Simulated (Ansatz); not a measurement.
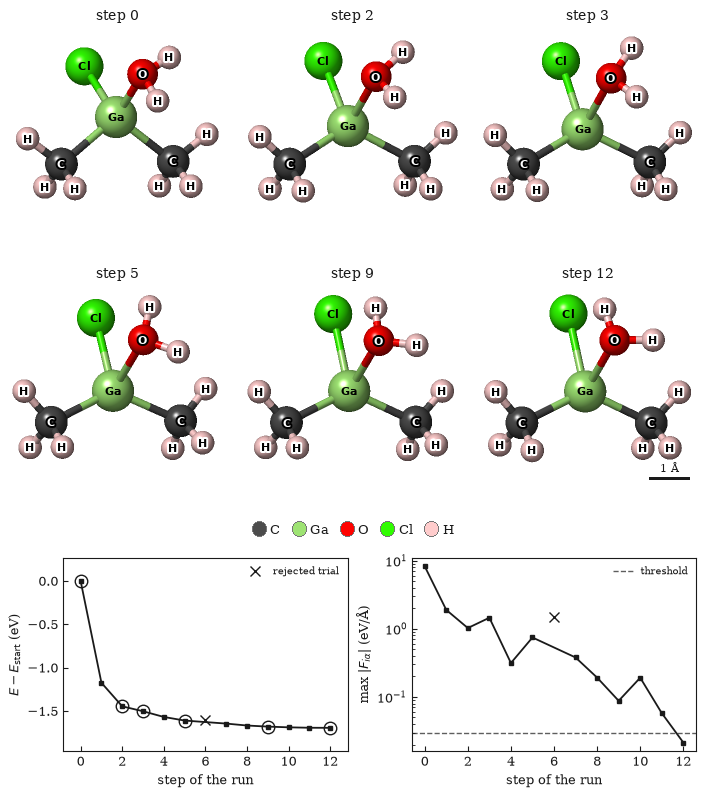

Frames of a relaxation of C$_{2}$H$_{8}$ClGaO (coarse preliminary run), marked on the history of the run. The picture is a ball-and-stick view, seen from a free direction.

The start comes from a force field.

Computed with Ansatz 0.2.0, RKS PBE-D4/def2-SVP. (force threshold 0.03 eV/Å; at most 200 steps)

What happens along the run?

The atom that moves furthest after the best rigid fit is an H atom (0.96 Å). By element the largest moves are H 0.96 Å, Cl 0.66 Å, Ga 0.43 Å, O 0.28 Å, C 0.25 Å. Near-neighbour distances that change, for instance: Ga–O 1.847 → 2.201 Å, H–O 0.867 → 0.994 Å, H–O 1.033 → 0.978 Å, Cl–Ga 2.217 → 2.272 Å. Bond angles that change, for instance: O–Ga–Cl 108.1° → 82.9°, C–Ga–C 107.2° → 131.7°, Ga–O–H 108.1° → 88.8°. Groups turn about Ga–O by about 70°. The energy falls by 1.693 eV in 11 accepted moves (12 points after the start). The largest force component goes from 8.3 to 0.021 eV/Å. The line search rejected the trial step at point 6 of the run. Cost: 21 s on 4 threads of Arm Neoverse V2, with other jobs on the host. From step 0 to 2: an H atom moves most (0.31 Å), energy −1.445 eV. From step 2 to 3: an H atom moves most (0.19 Å), energy −0.057 eV. From step 3 to 5: an H atom moves most (0.34 Å), energy −0.107 eV. From step 5 to 9: an H atom moves most (0.25 Å), energy −0.070 eV. From step 9 to 12: an H atom moves most (0.20 Å), energy −0.014 eV.

```tsv
step	E − E(0), eV	largest force component, eV/Å	note
0	0.0000	8.2673	
1	-1.1736	1.8963	
2	-1.4451	1.0273	
3	-1.5019	1.4550	
4	-1.5676	0.3147	
5	-1.6091	0.7464	
6	-1.6008	1.4765	rejected
7	-1.6441	0.3797	
8	-1.6664	0.1923	
9	-1.6789	0.0877	
10	-1.6873	0.1915	
11	-1.6922	0.0579	
12	-1.6932	0.0214
```
